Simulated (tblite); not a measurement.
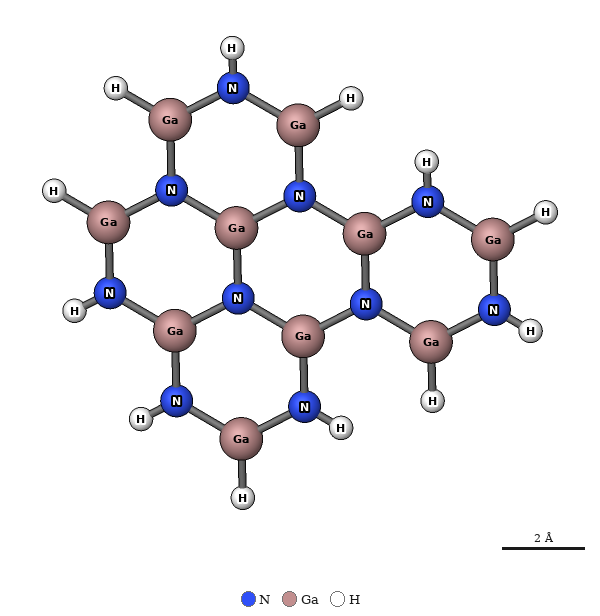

*The starting structure (ball-and-stick view, seen at a tilt). Sticks mark near contacts.*

Run report: Ga10N10H12, geometry relaxation

System: Ga10N10H12.
Method: GFN2-xTB geometry optimisation, gas phase (tblite 0.8.0).

Input file:
```
{"job": {"kind": "relax", "xc": "GFN2-xTB", "basis": "xTB"}, "charge": 0, "multiplicity": 1}
N     -1.397000     1.270100    -0.001600
Ga    -3.007200     2.199500    -0.006900
N     -4.601000     1.269600     0.001000
Ga    -4.606900    -0.573700    -0.006200
N     -3.005000    -1.504300     0.003400
Ga    -1.405200    -0.578600    -0.002600
N      3.404700     4.048600    -0.003300
Ga     1.805800     4.974600     0.001500
N      0.203000     4.044800    -0.000400
Ga     0.197500     2.196100     0.001600
N      1.800300     1.270700    -0.002100
Ga     3.402100     2.194900    -0.000000
N      3.401200    -1.502400     0.005000
Ga     1.804600    -0.578700    -0.002700
N      0.198100    -1.498000     0.000200
Ga     0.198400    -3.352500     0.006300
N      1.802800    -4.276200     0.000900
Ga     3.403500    -3.356500    -0.001000
Ga    -3.004600    -3.351300     0.002500
N     -1.399100    -4.277200     0.002700
H     -3.006300     3.750700     0.001500
H     -5.507700     1.793400    -0.000200
H     -5.945100    -1.348500     0.006600
H      4.301000     4.562600    -0.001500
H      1.802900     6.524500     0.000900
H     -0.706500     4.566000     0.002500
H      4.747600     1.424200    -0.000700
H      4.304600    -0.982500     0.001200
H      1.803000    -5.317700    -0.002000
H      4.748000    -4.127700     0.003400
H     -4.342800    -4.127500    -0.001100
H     -1.403800    -5.316800     0.000200
```

The first line tells a small driver script what to run in tblite; the rest is the geometry in Å.

Run on 2 CPU threads, shared host.

Run as:
```bash
OMP_NUM_THREADS=2 python <driver script> task.json out
```

What the program printed:
```
step      E/eV     max force
  0   -1290.92414    1.061
  1   -1290.98821    0.246
  2   -1290.99818    0.263
  3   -1291.01563    0.231
  4   -1291.02131    0.235
  5   -1291.03069    0.155
  6   -1291.03381    0.143
  7   -1291.03688    0.105
  8   -1291.03928    0.100
  9   -1291.04104    0.088
 10   -1291.04195    0.071
 11   -1291.04263    0.047
 12   -1291.04338    0.057
 13   -1291.04418    0.055
 14   -1291.04481    0.049
 15   -1291.04517    0.035
 16   -1291.04536    0.022
 17   -1291.04550    0.025
 18   -1291.04564    0.027
 19   -1291.04579    0.026
 20   -1291.04592    0.027
 21   -1291.04602    0.020
```

Trajectory as extended XYZ (Å, eV, eV/Å), 3 of the 22 frames kept, from step=0 to step=21:
```
32
Properties=species:S:1:pos:R:3:forces:R:3 step=0 energy=-1290.92414
N    -1.3970    1.2701   -0.0016   -0.3420   0.0030  -0.0050
Ga   -3.0072    2.1995   -0.0069    0.2070   0.0000   0.0130
N    -4.6010    1.2696    0.0010   -0.7520   0.4490  -0.0080
Ga   -4.6069   -0.5737   -0.0062    0.0520  -0.0250   0.0160
N    -3.0050   -1.5043    0.0034   -0.0400   0.0240  -0.0070
Ga   -1.4052   -0.5786   -0.0026    0.0660   0.0750   0.0070
N     3.4047    4.0486   -0.0033    0.2670   0.0710   0.0030
Ga    1.8058    4.9746    0.0015   -0.1090  -0.0150  -0.0030
N     0.2030    4.0448   -0.0004   -0.5490   0.5260   0.0040
Ga    0.1975    2.1961    0.0016    0.0480  -0.1180  -0.0060
N     1.8003    1.2707   -0.0021    0.0660   0.2450   0.0000
Ga    3.4021    2.1949    0.0000   -0.0170   0.0590  -0.0030
N     3.4012   -1.5024    0.0050    0.6400   0.0710  -0.0050
Ga    1.8046   -0.5787   -0.0027   -0.1320   0.0430   0.0070
N     0.1981   -1.4980    0.0002    0.0820  -0.1360   0.0000
Ga    0.1984   -3.3525    0.0063    0.1010  -0.0580  -0.0100
N     1.8028   -4.2762    0.0009    0.1930  -0.5900  -0.0020
Ga    3.4035   -3.3565   -0.0010   -0.0540   0.1010   0.0070
Ga   -3.0046   -3.3513    0.0025    0.2090  -0.0770  -0.0020
N    -1.3991   -4.2772    0.0027   -0.3160  -0.5880  -0.0010
H    -3.0063    3.7507    0.0015   -0.0220   0.0390  -0.0030
H    -5.5077    1.7934   -0.0002    0.9200  -0.5290  -0.0020
H    -5.9451   -1.3485    0.0066   -0.0690  -0.0830  -0.0040
H     4.3010    4.5626   -0.0015   -0.5280  -0.3000   0.0000
H     1.8029    6.5245    0.0009   -0.0150   0.0190   0.0010
H    -0.7065    4.5660    0.0025    0.8960  -0.5580  -0.0020
H     4.7476    1.4242   -0.0007    0.0570  -0.0090   0.0000
H     4.3046   -0.9825    0.0012   -0.7800  -0.3960   0.0010
H     1.8030   -5.3177   -0.0020   -0.0610   0.9040   0.0040
H     4.7480   -4.1277    0.0034    0.0050   0.0050  -0.0020
H    -4.3428   -4.1275   -0.0011   -0.0910  -0.0120   0.0010
H    -1.4038   -5.3168    0.0002    0.0690   0.8580   0.0040
32
Properties=species:S:1:pos:R:3:forces:R:3 step=10 energy=-1291.04195
N    -1.4159    1.2637   -0.0030    0.0110   0.0270   0.0010
Ga   -2.9935    2.2159   -0.0022   -0.0040  -0.0160   0.0010
N    -4.5737    1.2567   -0.0017    0.0420   0.0140   0.0000
Ga   -4.6034   -0.5877    0.0002    0.0010   0.0240   0.0020
N    -2.9986   -1.5003    0.0010   -0.0020  -0.0280   0.0000
Ga   -1.3961   -0.5818   -0.0003   -0.0590   0.0390  -0.0010
N     3.3686    4.0267   -0.0023    0.0000  -0.0120   0.0010
Ga    1.7957    4.9846    0.0003    0.0080  -0.0270  -0.0010
N     0.2328    4.0221    0.0003   -0.0060  -0.0050   0.0010
Ga    0.1946    2.1715   -0.0010    0.0050   0.0150  -0.0010
N     1.8057    1.2821   -0.0018    0.0250  -0.0080   0.0000
Ga    3.4081    2.1848   -0.0010    0.0220   0.0130   0.0000
N     3.3689   -1.5184    0.0038    0.0210  -0.0250  -0.0010
Ga    1.7849   -0.5654    0.0002    0.0370  -0.0430   0.0000
N     0.2028   -1.5039    0.0002   -0.0430   0.0050   0.0010
Ga    0.2067   -3.3476    0.0021   -0.0140  -0.0200  -0.0020
N     1.8195   -4.2466    0.0008   -0.0060   0.0120   0.0000
Ga    3.4182   -3.3522    0.0014    0.0010  -0.0050   0.0010
Ga   -3.0105   -3.3448    0.0013    0.0000  -0.0130  -0.0010
N    -1.4122   -4.2488    0.0030    0.0170   0.0270   0.0000
H    -3.0127    3.7699    0.0002    0.0000  -0.0140  -0.0010
H    -5.4546    1.7653   -0.0014    0.0160  -0.0140   0.0000
H    -5.9475   -1.3691    0.0046    0.0090  -0.0230  -0.0010
H     4.2489    4.5369   -0.0014    0.0040  -0.0150   0.0000
H     1.7962    6.5334    0.0013   -0.0160  -0.0030   0.0000
H    -0.6545    4.5200    0.0026   -0.0370  -0.0290   0.0000
H     4.7644    1.4267   -0.0006   -0.0020   0.0090   0.0000
H     4.2445   -1.0003    0.0009   -0.0110   0.0450   0.0000
H     1.7961   -5.2625   -0.0014   -0.0120   0.0010   0.0010
H     4.7583   -4.1276    0.0025   -0.0030   0.0240   0.0000
H    -4.3585   -4.1186   -0.0008   -0.0090   0.0220   0.0000
H    -1.3922   -5.2650    0.0012    0.0060   0.0250   0.0010
32
Properties=species:S:1:pos:R:3:forces:R:3 step=21 energy=-1291.04602
N    -1.4082    1.2721   -0.0025    0.0010   0.0000   0.0000
Ga   -2.9867    2.2190   -0.0012    0.0100   0.0050  -0.0010
N    -4.5607    1.2539   -0.0018   -0.0050   0.0100   0.0010
Ga   -4.6042   -0.5886    0.0014    0.0110  -0.0030  -0.0010
N    -3.0016   -1.5015    0.0007    0.0000  -0.0060   0.0000
Ga   -1.4081   -0.5718   -0.0005    0.0060   0.0000   0.0000
N     3.3660    4.0212   -0.0017    0.0060  -0.0080   0.0000
Ga    1.7911    4.9761    0.0000    0.0060  -0.0040   0.0000
N     0.2292    4.0142    0.0008   -0.0100  -0.0180   0.0000
Ga    0.2095    2.1654   -0.0014   -0.0110  -0.0150   0.0010
N     1.8175    1.2704   -0.0017    0.0010   0.0130   0.0000
Ga    3.4153    2.1805   -0.0012    0.0120  -0.0100   0.0000
N     3.3715   -1.5193    0.0032    0.0070   0.0020   0.0000
Ga    1.7832   -0.5773    0.0005    0.0000   0.0080   0.0000
N     0.1899   -1.4962    0.0006   -0.0020  -0.0020   0.0000
Ga    0.2040   -3.3390    0.0009   -0.0070   0.0060   0.0010
N     1.8175   -4.2374    0.0005   -0.0080   0.0020   0.0000
Ga    3.4217   -3.3514    0.0018    0.0030  -0.0080   0.0000
Ga   -3.0150   -3.3448    0.0007   -0.0060   0.0010   0.0000
N    -1.4126   -4.2399    0.0029    0.0020  -0.0030   0.0000
H    -3.0151    3.7722   -0.0003   -0.0020  -0.0100   0.0000
H    -5.4416    1.7617   -0.0016   -0.0050   0.0080   0.0000
H    -5.9407   -1.3816    0.0040   -0.0070  -0.0030   0.0000
H     4.2484    4.5278   -0.0014   -0.0060   0.0070   0.0000
H     1.7843    6.5241    0.0013   -0.0060   0.0060   0.0000
H    -0.6684    4.4938    0.0021    0.0000  -0.0040   0.0000
H     4.7759    1.4306   -0.0007    0.0010   0.0070   0.0000
H     4.2350   -0.9810    0.0011    0.0060   0.0010   0.0000
H     1.7848   -5.2532   -0.0007    0.0060   0.0040   0.0000
H     4.7653   -4.1186    0.0022   -0.0060   0.0060   0.0000
H    -4.3705   -4.1062   -0.0005    0.0080   0.0110   0.0000
H    -1.3858   -5.2554    0.0017   -0.0070  -0.0020   0.0000
```

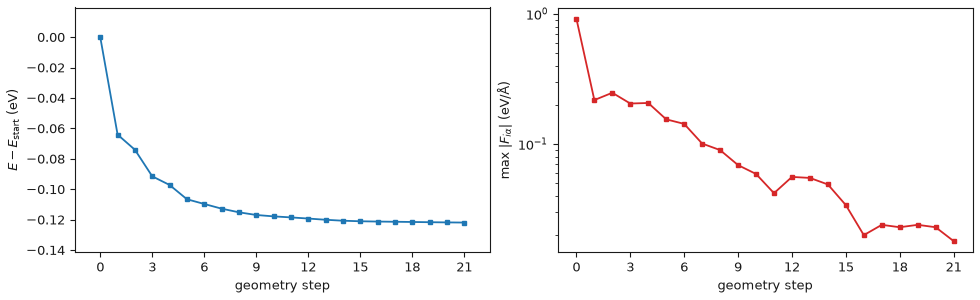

*Progress of the relaxation, step by step (steps are counted from 0).*

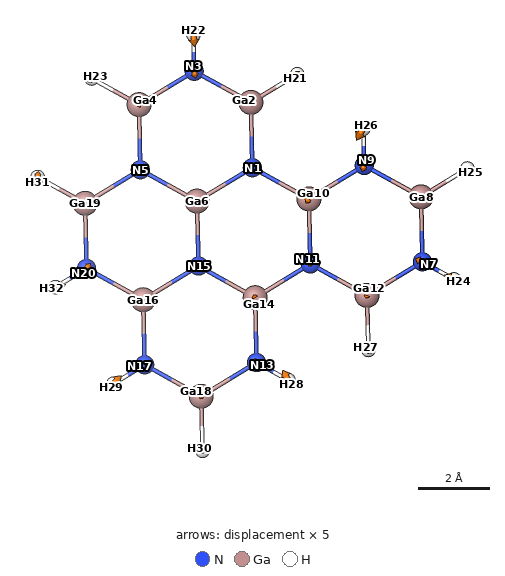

*The starting structure with the displacements as orange arrows, magnified 5 times (ball-and-stick view, seen on its broad side). The two geometries are laid on each other by the best rigid fit.*

The atom that moves furthest after the best rigid fit is H26 (0.082 Å). By element the largest moves are H 0.082 Å, N 0.047 Å, Ga 0.033 Å. Among the contacts that change: N3–H22 1.047 → 1.017 Å, N13–H28 1.042 → 1.018 Å, Ga8–N9 1.853 → 1.834 Å, N1–Ga2 1.859 → 1.841 Å. Among the angles that change: Ga16–N17–H29 119.9° → 117.3°, N7–Ga8–N9 119.8° → 117.1°, Ga2–N3–Ga4 120.4° → 122.9°. After 21 geometry steps the energy has fallen by 0.122 eV. Largest force component: 0.92 eV/Å at the start, 0.018 eV/Å at the end. (Atoms are counted from 1 in the order of the input.)

Key numbers:

| quantity | value |
| --- | --- |
| outcome | converged |
| total energy | −1291.0460 eV |
| HOMO | −10.59 eV |
| LUMO | −8.18 eV |
| point group | Cs |
| dipole moment | 0.05 D |
| wall time | 1.6 s (CPU time 1.9 s) |
| peak memory | 0.16 GiB |
